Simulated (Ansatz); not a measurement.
## Electronic structure of CH6GaNO···HF in real space

The calculation's input:

```
crystal:
  periodic: [false, false, false]
  atoms:
    - { symbol: Ga, position_ang: [0.183694, 0.032115, -0.368862] }
    - { symbol: O, position_ang: [1.798543, 0.140562, 0.525468] }
    - { symbol: C, position_ang: [-0.852313, -1.638475, -0.24998] }
    - { symbol: "N", position_ang: [-0.2018, 1.484343, -1.402059] }
    - { symbol: H, position_ang: [0.755097, 0.489757, 2.500851] }
    - { symbol: F, position_ang: [-0.125772, 0.604436, 2.653833] }
    - { symbol: H, position_ang: [2.382532, 0.836605, 0.269376] }
    - { symbol: H, position_ang: [-1.276913, -1.907265, -1.210256] }
    - { symbol: H, position_ang: [-0.227292, -2.45473, 0.088356] }
    - { symbol: H, position_ang: [-1.667222, -1.528784, 0.455391] }
    - { symbol: H, position_ang: [0.28758, 2.351624, -1.357689] }
    - { symbol: H, position_ang: [-1.056034, 1.589913, -1.904431] }
basis:
  gaussian: { orbitals: def2-mTZVP }
hamiltonian:
  xc: hf
relax:
  f_tol: 0.03
  max_steps: 50
output:
  orbitals: {}
```

Launched as:

```sh
ansatz run input.yaml --threads 2 --pin off --max-ram 3072MiB --backend cpu --events-out ev --progress --plain --runs-dir out
```

The fields are those of the run's last geometry, not of the input's.

All numbers below come from RHF/def2-mTZVP (Ansatz 0.2.0).

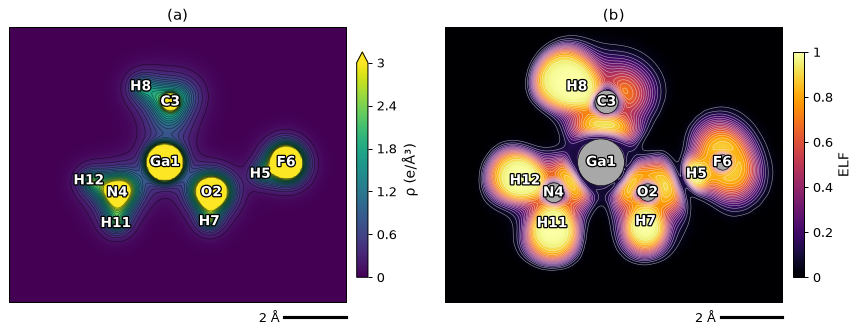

Figure 1. (a) electron density; (b) ELF on the plane of atoms O2, Ga1 and C3. Grey discs cover the atomic cores in the ELF map.

Read the bonding off the picture.

The section cuts through Ga, O, C, N, H and F sites. O2···H5 (1.70 Å): the density falls to about 0.28 e/Å³ on the way; the ELF dips to about 0.10 between them (a closed-shell contact with the geometry of a hydrogen bond). Ga–O (1.81 Å): the density is about 0.84 e/Å³ at the midpoint; the ELF peaks at about 0.85 in the valence shell of O, 0.6 Å from its nucleus, and is about 0.20 at the midpoint. Ga–N (1.82 Å): ρ is about 0.9 e/Å³ halfway; the ELF peaks at about 0.90 in the valence shell of N, 0.6 Å from its nucleus, and is about 0.30 at the midpoint. C–Ga (1.97 Å): the density is about 0.8 e/Å³ at the midpoint; the ELF peaks at about 0.95 in the valence shell of C, 0.7 Å from its nucleus, and is about 0.60 at the midpoint. F–H (0.92 Å): ρ is about 4.7 e/Å³ halfway; the ELF climbs to about 1 towards the hydrogen, as it does in any bond to H (a covalent bond by its length). The ELF also peaks beside F6, away from the bonds: lone-pair regions.

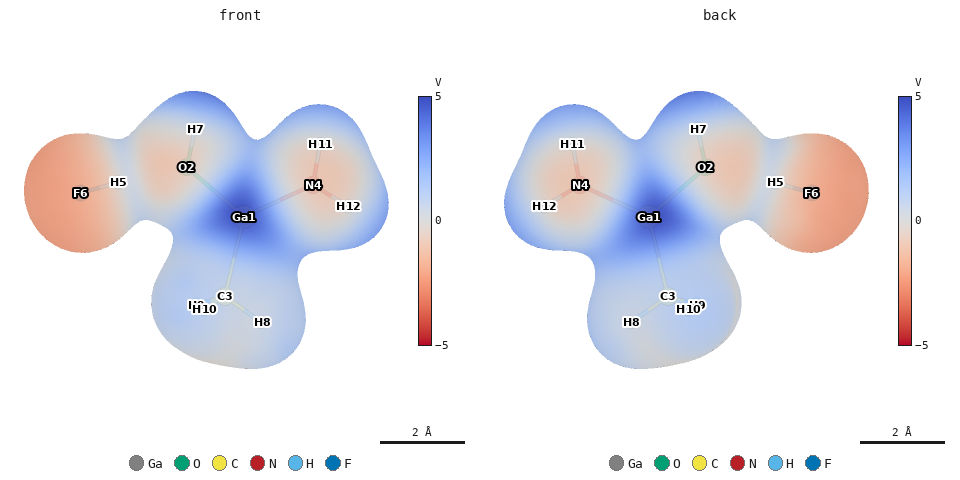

Figure 2. The electrostatic potential painted on the density surface at 0.004 e/bohr³, seen from the front and from behind; red is negative and blue positive.

Which sites attract a positive test charge, and which a negative one?

A positive charge is drawn to the negative regions and a negative charge to the positive ones. The most negative region (about −2.3 V) lies over F6, the most positive (about +4.6 V) over Ga1.

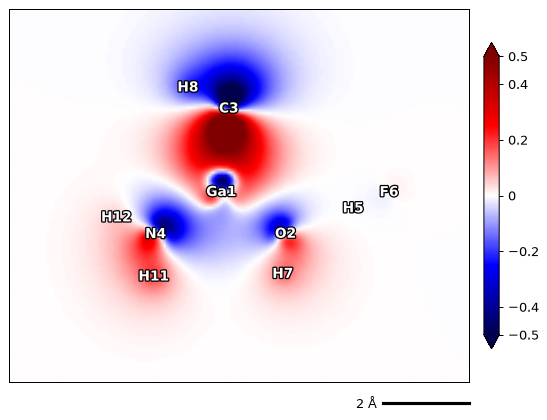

Figure 3. The HOMO−1 on the plane of atoms Ga1, O2 and H7 (values in Å⁻³ᐟ²; the overall sign is arbitrary).

What is the character of this orbital?

By Hirshfeld shares it lies mainly on C3 (about 45 %), Ga1 (about 25 %) and N4 (about 5 %). Its energy is −12.15 eV.
